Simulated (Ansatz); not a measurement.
# SnBr$_{2}$: geometry relaxation

System: SnBr$_{2}$.
Method: RKS r2SCAN-D4/def2-TZVP (Ansatz 0.2.0).

The geometry: GFN2-xTB start. Figures and captions count atoms from 1; the log counts them from 0 in places.

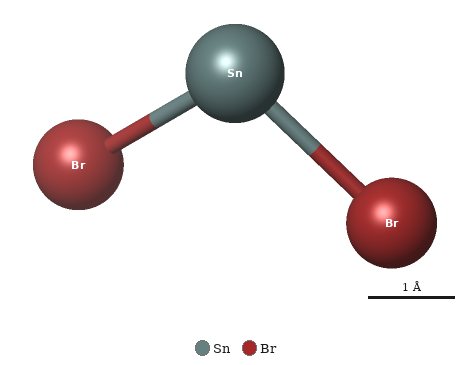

**Figure 1.** The input geometry (ball-and-stick view, seen at a tilt). Sticks mark near contacts. Bond lengths as drawn: Br–Sn 2.55 Å.

**Input file**
```yaml
crystal:
  periodic: [false, false, false]
  atoms:
    - {symbol: Sn, position_ang: [-0.491020, 0.443300, 0.861130]}
    - {symbol: Br, position_ang: [0.278250, -1.953400, 0.478880]}
    - {symbol: Br, position_ang: [0.212770, 1.510090, -1.340010]}
basis:
  gaussian: {orbitals: def2-TZVP}
hamiltonian: {xc: r2scan, dispersion: d4}
scf: {lower_state_search: "off"}
output: {orbitals: {seedname: orbitals}}
relax: {f_tol: 0.02, max_steps: 100}
```

Run on 4 threads of Arm Neoverse V2, 23 GiB of memory available, shared host.

Run as:
```bash
ansatz run in.yaml --threads 4 --pin off --events-out ev --progress --plain --max-ram 3916MiB
```

**Output**
```
Functional definition: r2SCAN
  name "r2SCAN"
  cite "Furness, Kaplan, Ning, Perdew & Sun, J. Phys. Chem. Lett. 11, 8208 (2020) doi:10.1021/acs.jpclett.0c02405"
  cite "Furness, Kaplan, Ning, Perdew & Sun, J. Phys. Chem. Lett. 11, 9248 (2020) doi:10.1021/acs.jpclett.0c03077"
  parent r2scan
  parameter k0 = 0.174
  parameter k1 = 0.065
  parameter a1 = 4.9479
  exchange = r2scan_x(k0 = k0, k1 = k1, a1 = a1)
  correlation = r2scan_c
these checks for a lower state are left out or cut short: stability, starts, cluster_reference, orbital_swaps, neighbouring_geometries, increment
1140 factors; their error is unknown
mean field evaluation 1: about -145927.9584 eV, gradient 1.7e1 eV
mean field evaluation 2: about -145924.2333 eV, gradient 3.8e1 eV
mean field evaluation 4: about -145928.9267 eV, gradient 1.8e0 eV
mean field evaluation 8: about -145928.8866 eV, gradient 2.8e-2 eV
mean field evaluation 16: about -145928.8866 eV, gradient 5.9e-6 eV
mean field -145928.88659689 eV, -5362.7876682839 hartree, gradient 5.9e-6 eV, S^2 0.000000; 0 other end points of the search recorded, 0 dependent functions left out
the calculation of the forces begins
reference -145928.88660685 eV, -5362.7876686498 hartree; 46, 46 occupied and 100, 100 virtual orbitals, 1140 factors
relax step   1: F+E_penalty+E_count = -145928.90902046 eV  Δ(F+E_penalty+E_count) = +0.000e0 eV  max|allowed force component| = 2.297e-1 eV/Å  Δτ_max = 0.0000 Å  (16 SCF iters, accepted)
these checks for a lower state are left out or cut short: stability, starts, cluster_reference, orbital_swaps, neighbouring_geometries, increment
1140 factors; their error is unknown
mean field -145928.89066785 eV, -5362.7878178889 hartree, gradient 1.4e-6 eV, S^2 0.000000; 0 other end points of the search recorded, 0 dependent functions left out
the calculation of the forces begins
reference -145928.89067773 eV, -5362.7878182519 hartree; 46, 46 occupied and 100, 100 virtual orbitals, 1140 factors
relax step   2: F+E_penalty+E_count = -145928.91323420 eV  Δ(F+E_penalty+E_count) = -4.214e-3 eV  max|allowed force component| = 1.263e-1 eV/Å  Δτ_max = 0.0501 Å  (20 SCF iters, accepted)
these checks for a lower state are left out or cut short: stability, starts, cluster_reference, orbital_swaps, neighbouring_geometries, increment
1140 factors; their error is unknown
mean field evaluation 32: about -145928.8924 eV, gradient 1.5e-6 eV
mean field -145928.89241287 eV, -5362.7878820170 hartree, gradient 1.5e-6 eV, S^2 0.000000; 0 other end points of the search recorded, 0 dependent functions left out
the calculation of the forces begins
reference -145928.89242277 eV, -5362.7878823809 hartree; 46, 46 occupied and 100, 100 virtual orbitals, 1140 factors
relax step   3: F+E_penalty+E_count = -145928.91493656 eV  Δ(F+E_penalty+E_count) = -1.702e-3 eV  max|allowed force component| = 7.507e-3 eV/Å  Δτ_max = 0.0154 Å  (22 SCF iters, accepted)
```

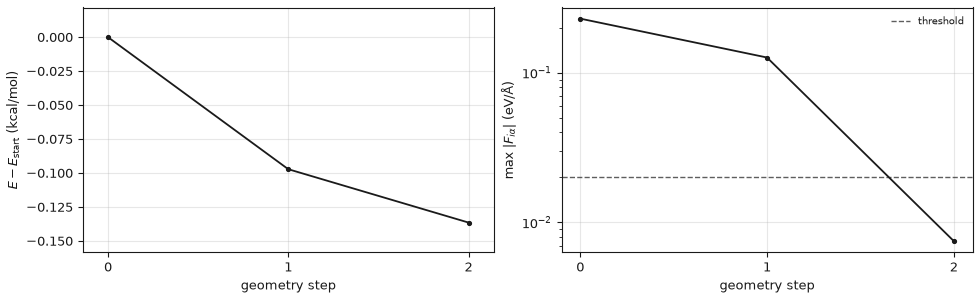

**Figure 2.** Progress of the relaxation, step by step (the first geometry is step 0 here and step 1 in the log).

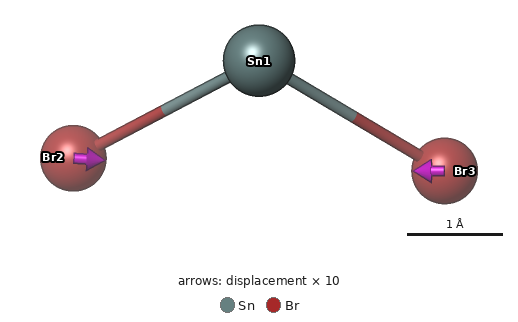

**Figure 3.** The starting structure with the displacements as pink arrows, magnified 10 times (ball-and-stick view, seen at a tilt). The two geometries are laid on each other by the best rigid fit. After 2 geometry steps the energy has fallen by 0.14 kcal/mol. The largest force component goes from 0.23 to 0.0075 eV/Å. The largest moves after the best rigid fit, 0.035 Å, are those of Br2 and Br3. By element the largest moves are Br 0.035 Å, Sn 0.004 Å. Among the contacts that change: Sn1–Br2 2.546 → 2.523 Å. (Atoms are counted from 1 in the order of the input.)

```
Total energy: -145928.91494646 eV, -5362.7887101113 hartree
Atom 0 at    -0.492666     0.444567     0.864141 Å, force    -0.001244     0.001083     0.002204 eV/Å
Atom 1 at     0.278448    -1.923464     0.461428 Å, force     0.000745    -0.007507     0.002575 eV/Å
Atom 2 at     0.214219     1.478887    -1.325570 Å, force     0.000499     0.006423    -0.004780 eV/Å
Dipole moment:    -0.274923     0.248089     0.482215 e Å
Checks for a lower state left out: stability, starts, cluster_reference, orbital_swaps, neighbouring_geometries, increment
```

**Trajectory as extended XYZ (Å, eV, eV/Å), 3 frames, from step=1 to step=3**
```
3
Properties=species:S:1:pos:R:3:forces:R:3 step=1 energy=-145928.90902
Sn   -0.4910    0.4433    0.8611    0.1163  -0.1090  -0.2017
Br    0.2782   -1.9534    0.4789   -0.0623   0.2297   0.0108
Br    0.2128    1.5101   -1.3400   -0.0540  -0.1207   0.1910
3
Properties=species:S:1:pos:R:3:forces:R:3 step=2 energy=-145928.91323
Sn   -0.4931    0.4449    0.8649   -0.0627   0.0574   0.1094
Br    0.2784   -1.9100    0.4539    0.0334  -0.1263  -0.0039
Br    0.2147    1.4651   -1.3188    0.0293   0.0689  -0.1055
3
Properties=species:S:1:pos:R:3:forces:R:3 step=3 energy=-145928.91494
Sn   -0.4927    0.4446    0.8641   -0.0012   0.0011   0.0022
Br    0.2784   -1.9235    0.4614    0.0007  -0.0075   0.0026
Br    0.2142    1.4789   -1.3256    0.0005   0.0064  -0.0048
```

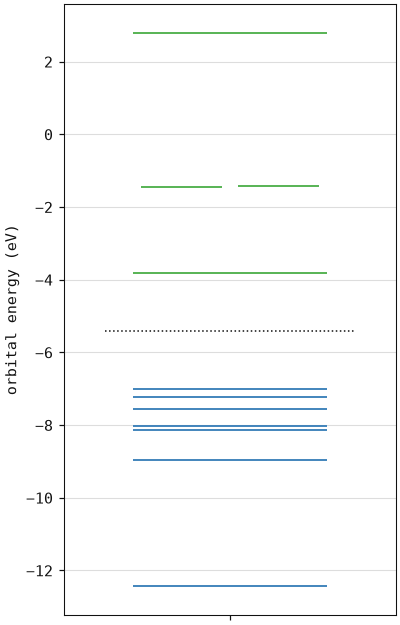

**Figure 4.** Orbital energies near the frontier; the dotted line parts filled from empty levels, and levels within 0.02 eV of each other stand side by side. Highest filled −6.99 eV, lowest empty −3.82 eV, 3.17 eV apart.

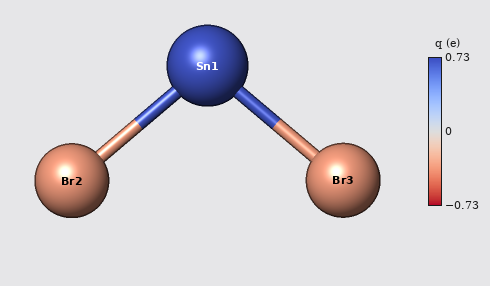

**Figure 5.** Mulliken charges, as the colour of each atom (ball-and-stick view, seen on its broad side; atoms are numbered from 1 in the order of the input; Mulliken charges depend strongly on the basis). By element: Sn +0.70 and Br −0.35 e.

**Summary**

```json
{"quantity": "outcome", "value": "converged"}
{"quantity": "total energy", "value": "−145928.9149 eV"}
{"quantity": "mean-field energy", "value": "−145928.8924 eV"}
{"quantity": "dispersion energy", "value": "−0.0225 eV"}
{"quantity": "HOMO", "value": "−6.99 eV"}
{"quantity": "LUMO", "value": "−3.82 eV"}
{"quantity": "largest force (length of the vector) at the end", "value": "0.008 eV/Å"}
{"quantity": "dipole moment", "value": "2.92 D"}
{"quantity": "wall time", "value": "6 s (CPU time 21 s)"}
{"quantity": "peak memory", "value": "0.21 GiB"}
```
